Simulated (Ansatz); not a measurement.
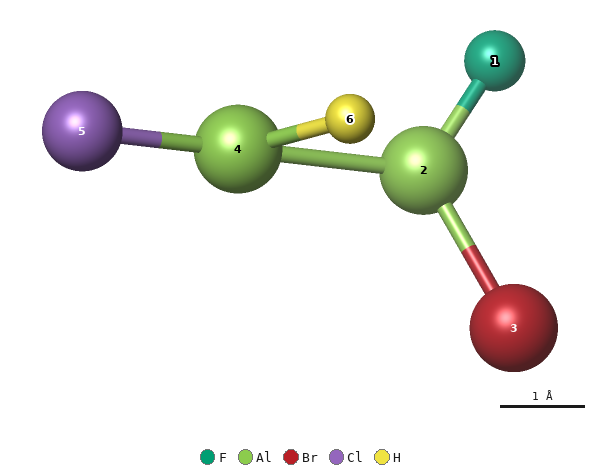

The starting structure (ball-and-stick view, seen at a tilt; atoms are numbered from 1 in the order of the input). Sticks mark near contacts.

**Al2HBrClF: molecular dynamics (part 1 of 3)**

The run: molecular dynamics of Al2HBrClF. Method and program: RKS PBE/def2-SVP (Ansatz 0.2.0).

It belongs to a series of runs on one base structure; here: dynamics from the highest image of the converged band. Figures and captions count atoms from 1; the log counts them from 0 in places.

### Output
```
Engine: ansatz 0.2.0, aarch64-unknown-linux-gnu
Functional definition: PBE
  parameter kappa = 0.804
  parameter beta = 0.06672455060314922
  exchange = pbe_x(kappa = kappa, mu = beta*pi^2/3)
  correlation = pbe_c(beta = beta)
1132 factors; their error is unknown
mean field evaluation 1: about -98453.2259 eV, gradient 3.9e1 eV
mean field evaluation 2: about -98424.0644 eV, gradient 1.3e2 eV
mean field evaluation 4: about -98456.1211 eV, gradient 7.2e0 eV
mean field evaluation 8: about -98456.2548 eV, gradient 1.6e-1 eV
mean field evaluation 16: about -98456.1512 eV, gradient 1.7e-4 eV
mean field -98456.15118671 eV, -3618.1968201355 hartree, gradient 3.6e-5 eV, S^2 0.000000; 0 other end points of the search recorded, 0 dependent functions left out
the calculation of the forces begins
reference -98456.15122639 eV, -3618.1968215936 hartree; 44, 44 occupied and 61, 61 virtual orbitals, 1132 factors
md step     0: t =     0.00 fs  T =   300.0 K  F+E_penalty+E_count = -98456.15118671 eV  E_kin = 0.155112 eV  conserved = -98455.99607471 eV  (27 SCF iters)
these checks for a lower state are left out or cut short: starts, cluster_reference, orbital_swaps, neighbouring_geometries, increment
1132 factors; their error is unknown
mean field -98456.15079863 eV, -3618.1968058736 hartree, gradient 2.0e-5 eV, S^2 0.000000; 0 other end points of the search recorded, 0 dependent functions left out
the calculation of the forces begins
reference -98456.15083829 eV, -3618.1968073311 hartree; 44, 44 occupied and 61, 61 virtual orbitals, 1132 factors
md step     1: t =     0.50 fs  T =   299.3 K  F+E_penalty+E_count = -98456.15079863 eV  E_kin = 0.154725 eV  conserved = -98455.99607344 eV  (29 SCF iters)
[... from here on the SCF iterations and repeated set-up lines of each step are left out, up to the last step ...]
md step     2: t =     1.00 fs  T =   296.8 K  F+E_penalty+E_count = -98456.14954793 eV  E_kin = 0.153477 eV  conserved = -98455.99607060 eV  (29 SCF iters)
md step     3: t =     1.50 fs  T =   292.8 K  F+E_penalty+E_count = -98456.14747763 eV  E_kin = 0.151411 eV  conserved = -98455.99606636 eV  (29 SCF iters)
md step     4: t =     2.00 fs  T =   287.4 K  F+E_penalty+E_count = -98456.14465375 eV  E_kin = 0.148593 eV  conserved = -98455.99606087 eV  (28 SCF iters)
md step     5: t =     2.50 fs  T =   280.7 K  F+E_penalty+E_count = -98456.14116268 eV  E_kin = 0.145108 eV  conserved = -98455.99605441 eV  (29 SCF iters)
md step     6: t =     3.00 fs  T =   272.8 K  F+E_penalty+E_count = -98456.13710735 eV  E_kin = 0.141060 eV  conserved = -98455.99604723 eV  (29 SCF iters)
md step     7: t =     3.50 fs  T =   264.1 K  F+E_penalty+E_count = -98456.13260297 eV  E_kin = 0.136563 eV  conserved = -98455.99603949 eV  (29 SCF iters)
md step     8: t =     4.00 fs  T =   254.8 K  F+E_penalty+E_count = -98456.12777276 eV  E_kin = 0.131741 eV  conserved = -98455.99603157 eV  (29 SCF iters)
md step     9: t =     4.50 fs  T =   245.1 K  F+E_penalty+E_count = -98456.12274305 eV  E_kin = 0.126719 eV  conserved = -98455.99602390 eV  (29 SCF iters)
md step    10: t =     5.00 fs  T =   235.2 K  F+E_penalty+E_count = -98456.11763822 eV  E_kin = 0.121622 eV  conserved = -98455.99601647 eV  (29 SCF iters)
md step    11: t =     5.50 fs  T =   225.5 K  F+E_penalty+E_count = -98456.11257710 eV  E_kin = 0.116568 eV  conserved = -98455.99600959 eV  (29 SCF iters)
md step    12: t =     6.00 fs  T =   216.0 K  F+E_penalty+E_count = -98456.10766891 eV  E_kin = 0.111665 eV  conserved = -98455.99600354 eV  (30 SCF iters)
md step    13: t =     6.50 fs  T =   207.0 K  F+E_penalty+E_count = -98456.10300957 eV  E_kin = 0.107012 eV  conserved = -98455.99599804 eV  (30 SCF iters)
md step    14: t =     7.00 fs  T =   198.6 K  F+E_penalty+E_count = -98456.09868115 eV  E_kin = 0.102687 eV  conserved = -98455.99599401 eV  (30 SCF iters)
md step    15: t =     7.50 fs  T =   191.0 K  F+E_penalty+E_count = -98456.09474803 eV  E_kin = 0.098757 eV  conserved = -98455.99599117 eV  (30 SCF iters)
md step    16: t =     8.00 fs  T =   184.3 K  F+E_penalty+E_count = -98456.09125775 eV  E_kin = 0.095269 eV  conserved = -98455.99598925 eV  (30 SCF iters)
md step    17: t =     8.50 fs  T =   178.4 K  F+E_penalty+E_count = -98456.08824176 eV  E_kin = 0.092253 eV  conserved = -98455.99598827 eV  (30 SCF iters)
md step    18: t =     9.00 fs  T =   173.5 K  F+E_penalty+E_count = -98456.08571661 eV  E_kin = 0.089728 eV  conserved = -98455.99598814 eV  (28 SCF iters)
md step    19: t =     9.50 fs  T =   169.6 K  F+E_penalty+E_count = -98456.08368608 eV  E_kin = 0.087698 eV  conserved = -98455.99598846 eV  (30 SCF iters)
md step    20: t =    10.00 fs  T =   166.6 K  F+E_penalty+E_count = -98456.08214511 eV  E_kin = 0.086156 eV  conserved = -98455.99598925 eV  (23 SCF iters)
md step    21: t =    10.50 fs  T =   164.6 K  F+E_penalty+E_count = -98456.08108259 eV  E_kin = 0.085092 eV  conserved = -98455.99599017 eV  (23 SCF iters)
md step    22: t =    11.00 fs  T =   163.4 K  F+E_penalty+E_count = -98456.08048565 eV  E_kin = 0.084495 eV  conserved = -98455.99599099 eV  (23 SCF iters)
md step    23: t =    11.50 fs  T =   163.1 K  F+E_penalty+E_count = -98456.08034309 eV  E_kin = 0.084352 eV  conserved = -98455.99599142 eV  (23 SCF iters)
md step    24: t =    12.00 fs  T =   163.7 K  F+E_penalty+E_count = -98456.08064882 eV  E_kin = 0.084657 eV  conserved = -98455.99599151 eV  (23 SCF iters)
md step    25: t =    12.50 fs  T =   165.2 K  F+E_penalty+E_count = -98456.08140338 eV  E_kin = 0.085412 eV  conserved = -98455.99599120 eV  (23 SCF iters)
md step    26: t =    13.00 fs  T =   167.5 K  F+E_penalty+E_count = -98456.08261463 eV  E_kin = 0.086624 eV  conserved = -98455.99599039 eV  (23 SCF iters)
md step    27: t =    13.50 fs  T =   170.8 K  F+E_penalty+E_count = -98456.08429742 eV  E_kin = 0.088308 eV  conserved = -98455.99598979 eV  (23 SCF iters)
md step    28: t =    14.00 fs  T =   175.0 K  F+E_penalty+E_count = -98456.08646878 eV  E_kin = 0.090480 eV  conserved = -98455.99598878 eV  (23 SCF iters)
md step    29: t =    14.50 fs  T =   180.2 K  F+E_penalty+E_count = -98456.08914619 eV  E_kin = 0.093158 eV  conserved = -98455.99598817 eV  (23 SCF iters)
md step    30: t =    15.00 fs  T =   186.4 K  F+E_penalty+E_count = -98456.09234026 eV  E_kin = 0.096352 eV  conserved = -98455.99598826 eV  (23 SCF iters)
md step    31: t =    15.50 fs  T =   193.5 K  F+E_penalty+E_count = -98456.09604939 eV  E_kin = 0.100060 eV  conserved = -98455.99598957 eV  (23 SCF iters)
md step    32: t =    16.00 fs  T =   201.7 K  F+E_penalty+E_count = -98456.10025376 eV  E_kin = 0.104261 eV  conserved = -98455.99599227 eV  (30 SCF iters)
md step    33: t =    16.50 fs  T =   210.7 K  F+E_penalty+E_count = -98456.10491130 eV  E_kin = 0.108915 eV  conserved = -98455.99599655 eV  (30 SCF iters)
md step    34: t =    17.00 fs  T =   220.4 K  F+E_penalty+E_count = -98456.10995521 eV  E_kin = 0.113953 eV  conserved = -98455.99600236 eV  (30 SCF iters)
md step    35: t =    17.50 fs  T =   230.7 K  F+E_penalty+E_count = -98456.11529440 eV  E_kin = 0.119285 eV  conserved = -98455.99600952 eV  (30 SCF iters)
md step    36: t =    18.00 fs  T =   241.4 K  F+E_penalty+E_count = -98456.12081651 eV  E_kin = 0.124799 eV  conserved = -98455.99601767 eV  (30 SCF iters)
md step    37: t =    18.50 fs  T =   252.1 K  F+E_penalty+E_count = -98456.12639380 eV  E_kin = 0.130367 eV  conserved = -98455.99602633 eV  (30 SCF iters)
md step    38: t =    19.00 fs  T =   262.8 K  F+E_penalty+E_count = -98456.13189078 eV  E_kin = 0.135856 eV  conserved = -98455.99603486 eV  (30 SCF iters)
md step    39: t =    19.50 fs  T =   273.0 K  F+E_penalty+E_count = -98456.13717358 eV  E_kin = 0.141131 eV  conserved = -98455.99604278 eV  (30 SCF iters)
md step    40: t =    20.00 fs  T =   282.5 K  F+E_penalty+E_count = -98456.14211881 eV  E_kin = 0.146069 eV  conserved = -98455.99604944 eV  (28 SCF iters)
md step    41: t =    20.50 fs  T =   291.2 K  F+E_penalty+E_count = -98456.14662249 eV  E_kin = 0.150568 eV  conserved = -98455.99605438 eV  (30 SCF iters)
md step    42: t =    21.00 fs  T =   298.9 K  F+E_penalty+E_count = -98456.15060718 eV  E_kin = 0.154550 eV  conserved = -98455.99605739 eV  (30 SCF iters)
md step    43: t =    21.50 fs  T =   305.5 K  F+E_penalty+E_count = -98456.15402662 eV  E_kin = 0.157968 eV  conserved = -98455.99605818 eV  (29 SCF iters)
md step    44: t =    22.00 fs  T =   311.0 K  F+E_penalty+E_count = -98456.15686894 eV  E_kin = 0.160812 eV  conserved = -98455.99605688 eV  (30 SCF iters)
md step    45: t =    22.50 fs  T =   315.5 K  F+E_penalty+E_count = -98456.15915640 eV  E_kin = 0.163103 eV  conserved = -98455.99605354 eV  (30 SCF iters)
md step    46: t =    23.00 fs  T =   318.9 K  F+E_penalty+E_count = -98456.16094376 eV  E_kin = 0.164895 eV  conserved = -98455.99604841 eV  (30 SCF iters)
md step    47: t =    23.50 fs  T =   321.6 K  F+E_penalty+E_count = -98456.16231441 eV  E_kin = 0.166273 eV  conserved = -98455.99604183 eV  (30 SCF iters)
md step    48: t =    24.00 fs  T =   323.7 K  F+E_penalty+E_count = -98456.16337501 eV  E_kin = 0.167341 eV  conserved = -98455.99603416 eV  (30 SCF iters)
md step    49: t =    24.50 fs  T =   325.4 K  F+E_penalty+E_count = -98456.16424934 eV  E_kin = 0.168223 eV  conserved = -98455.99602586 eV  (30 SCF iters)
md step    50: t =    25.00 fs  T =   327.0 K  F+E_penalty+E_count = -98456.16507129 eV  E_kin = 0.169054 eV  conserved = -98455.99601733 eV  (30 SCF iters)
md step    51: t =    25.50 fs  T =   328.7 K  F+E_penalty+E_count = -98456.16597809 eV  E_kin = 0.169969 eV  conserved = -98455.99600912 eV  (30 SCF iters)
md step    52: t =    26.00 fs  T =   330.9 K  F+E_penalty+E_count = -98456.16710299 eV  E_kin = 0.171102 eV  conserved = -98455.99600142 eV  (30 SCF iters)
md step    53: t =    26.50 fs  T =   333.8 K  F+E_penalty+E_count = -98456.16856964 eV  E_kin = 0.172575 eV  conserved = -98455.99599467 eV  (30 SCF iters)
md step    54: t =    27.00 fs  T =   337.5 K  F+E_penalty+E_count = -98456.17048611 eV  E_kin = 0.174497 eV  conserved = -98455.99598916 eV  (30 SCF iters)
md step    55: t =    27.50 fs  T =   342.2 K  F+E_penalty+E_count = -98456.17294057 eV  E_kin = 0.176955 eV  conserved = -98455.99598509 eV  (30 SCF iters)
md step    56: t =    28.00 fs  T =   348.2 K  F+E_penalty+E_count = -98456.17599799 eV  E_kin = 0.180015 eV  conserved = -98455.99598256 eV  (30 SCF iters)
md step    57: t =    28.50 fs  T =   355.3 K  F+E_penalty+E_count = -98456.17969841 eV  E_kin = 0.183717 eV  conserved = -98455.99598165 eV  (30 SCF iters)
md step    58: t =    29.00 fs  T =   363.8 K  F+E_penalty+E_count = -98456.18405648 eV  E_kin = 0.188074 eV  conserved = -98455.99598227 eV  (30 SCF iters)
md step    59: t =    29.50 fs  T =   373.4 K  F+E_penalty+E_count = -98456.18906284 eV  E_kin = 0.193079 eV  conserved = -98455.99598426 eV  (28 SCF iters)
md step    60: t =    30.00 fs  T =   384.3 K  F+E_penalty+E_count = -98456.19468671 eV  E_kin = 0.198699 eV  conserved = -98455.99598732 eV  (30 SCF iters)
md step    61: t =    30.50 fs  T =   396.3 K  F+E_penalty+E_count = -98456.20088029 eV  E_kin = 0.204889 eV  conserved = -98455.99599115 eV  (30 SCF iters)
md step    62: t =    31.00 fs  T =   409.2 K  F+E_penalty+E_count = -98456.20758406 eV  E_kin = 0.211588 eV  conserved = -98455.99599562 eV  (30 SCF iters)
md step    63: t =    31.50 fs  T =   423.0 K  F+E_penalty+E_count = -98456.21473187 eV  E_kin = 0.218732 eV  conserved = -98455.99599984 eV  (30 SCF iters)
md step    64: t =    32.00 fs  T =   437.6 K  F+E_penalty+E_count = -98456.22225853 eV  E_kin = 0.226255 eV  conserved = -98455.99600369 eV  (29 SCF iters)
md step    65: t =    32.50 fs  T =   452.8 K  F+E_penalty+E_count = -98456.23010447 eV  E_kin = 0.234098 eV  conserved = -98455.99600681 eV  (30 SCF iters)
md step    66: t =    33.00 fs  T =   468.5 K  F+E_penalty+E_count = -98456.23822074 eV  E_kin = 0.242212 eV  conserved = -98455.99600911 eV  (30 SCF iters)
md step    67: t =    33.50 fs  T =   484.6 K  F+E_penalty+E_count = -98456.24657163 eV  E_kin = 0.250561 eV  conserved = -98455.99601052 eV  (30 SCF iters)
md step    68: t =    34.00 fs  T =   501.2 K  F+E_penalty+E_count = -98456.25513535 eV  E_kin = 0.259124 eV  conserved = -98455.99601113 eV  (30 SCF iters)
md step    69: t =    34.50 fs  T =   518.1 K  F+E_penalty+E_count = -98456.26390228 eV  E_kin = 0.267891 eV  conserved = -98455.99601119 eV  (30 SCF iters)
md step    70: t =    35.00 fs  T =   535.5 K  F+E_penalty+E_count = -98456.27287083 eV  E_kin = 0.276860 eV  conserved = -98455.99601109 eV  (30 SCF iters)
md step    71: t =    35.50 fs  T =   553.2 K  F+E_penalty+E_count = -98456.28204146 eV  E_kin = 0.286030 eV  conserved = -98455.99601125 eV  (30 SCF iters)
md step    72: t =    36.00 fs  T =   571.3 K  F+E_penalty+E_count = -98456.29140985 eV  E_kin = 0.295398 eV  conserved = -98455.99601212 eV  (30 SCF iters)
md step    73: t =    36.50 fs  T =   589.8 K  F+E_penalty+E_count = -98456.30096017 eV  E_kin = 0.304946 eV  conserved = -98455.99601405 eV  (30 SCF iters)
md step    74: t =    37.00 fs  T =   608.5 K  F+E_penalty+E_count = -98456.31065961 eV  E_kin = 0.314642 eV  conserved = -98455.99601718 eV  (30 SCF iters)
md step    75: t =    37.50 fs  T =   627.5 K  F+E_penalty+E_count = -98456.32045565 eV  E_kin = 0.324434 eV  conserved = -98455.99602164 eV  (30 SCF iters)
md step    76: t =    38.00 fs  T =   646.5 K  F+E_penalty+E_count = -98456.33027600 eV  E_kin = 0.334249 eV  conserved = -98455.99602733 eV  (30 SCF iters)
md step    77: t =    38.50 fs  T =   665.3 K  F+E_penalty+E_count = -98456.34003151 eV  E_kin = 0.343998 eV  conserved = -98455.99603353 eV  (30 SCF iters)
md step    78: t =    39.00 fs  T =   683.9 K  F+E_penalty+E_count = -98456.34962346 eV  E_kin = 0.353584 eV  conserved = -98455.99603988 eV  (28 SCF iters)
md step    79: t =    39.50 fs  T =   701.9 K  F+E_penalty+E_count = -98456.35895126 eV  E_kin = 0.362905 eV  conserved = -98455.99604578 eV  (30 SCF iters)
md step    80: t =    40.00 fs  T =   719.2 K  F+E_penalty+E_count = -98456.36792197 eV  E_kin = 0.371871 eV  conserved = -98455.99605066 eV  (30 SCF iters)
md step    81: t =    40.50 fs  T =   735.7 K  F+E_penalty+E_count = -98456.37645933 eV  E_kin = 0.380405 eV  conserved = -98455.99605408 eV  (30 SCF iters)
md step    82: t =    41.00 fs  T =   751.3 K  F+E_penalty+E_count = -98456.38451109 eV  E_kin = 0.388455 eV  conserved = -98455.99605571 eV  (30 SCF iters)
md step    83: t =    41.50 fs  T =   765.9 K  F+E_penalty+E_count = -98456.39205421 eV  E_kin = 0.395999 eV  conserved = -98455.99605540 eV  (30 SCF iters)
md step    84: t =    42.00 fs  T =   779.5 K  F+E_penalty+E_count = -98456.39909701 eV  E_kin = 0.403044 eV  conserved = -98455.99605328 eV  (30 SCF iters)
md step    85: t =    42.50 fs  T =   792.3 K  F+E_penalty+E_count = -98456.40567816 eV  E_kin = 0.409629 eV  conserved = -98455.99604945 eV  (30 SCF iters)
md step    86: t =    43.00 fs  T =   804.2 K  F+E_penalty+E_count = -98456.41186336 eV  E_kin = 0.415819 eV  conserved = -98455.99604431 eV  (30 SCF iters)
md step    87: t =    43.50 fs  T =   815.6 K  F+E_penalty+E_count = -98456.41773901 eV  E_kin = 0.421701 eV  conserved = -98455.99603792 eV  (29 SCF iters)
md step    88: t =    44.00 fs  T =   826.6 K  F+E_penalty+E_count = -98456.42340662 eV  E_kin = 0.427375 eV  conserved = -98455.99603170 eV  (30 SCF iters)
md step    89: t =    44.50 fs  T =   837.4 K  F+E_penalty+E_count = -98456.42897175 eV  E_kin = 0.432946 eV  conserved = -98455.99602559 eV  (30 SCF iters)
md step    90: t =    45.00 fs  T =   848.1 K  F+E_penalty+E_count = -98456.43453802 eV  E_kin = 0.438518 eV  conserved = -98455.99602015 eV  (30 SCF iters)
md step    91: t =    45.50 fs  T =   859.1 K  F+E_penalty+E_count = -98456.44019881 eV  E_kin = 0.444183 eV  conserved = -98455.99601610 eV  (30 SCF iters)
md step    92: t =    46.00 fs  T =   870.4 K  F+E_penalty+E_count = -98456.44602940 eV  E_kin = 0.450016 eV  conserved = -98455.99601305 eV  (30 SCF iters)
md step    93: t =    46.50 fs  T =   882.1 K  F+E_penalty+E_count = -98456.45208342 eV  E_kin = 0.456072 eV  conserved = -98455.99601132 eV  (30 SCF iters)
md step    94: t =    47.00 fs  T =   894.3 K  F+E_penalty+E_count = -98456.45838905 eV  E_kin = 0.462377 eV  conserved = -98455.99601158 eV  (30 SCF iters)
md step    95: t =    47.50 fs  T =   907.0 K  F+E_penalty+E_count = -98456.46494603 eV  E_kin = 0.468933 eV  conserved = -98455.99601349 eV  (30 SCF iters)
```
